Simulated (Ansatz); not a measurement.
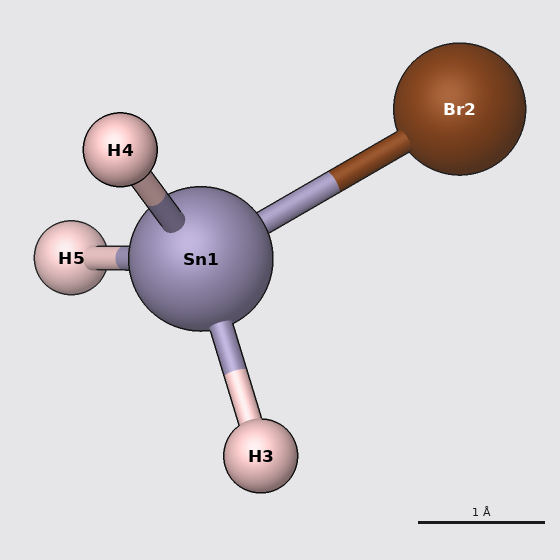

Atoms carry their numbers in the input. The computed structure is the end point of a PBE0-D4/def2-TZVP optimisation.

Which atoms are bonded, and how long are the bonds?

| bond | length (Å) |
| --- | --- |
| Sn1–Br2 | 2.483 |
| Sn1–H3 | 1.700 |
| Sn1–H4 | 1.700 |
| Sn1–H5 | 1.700 |
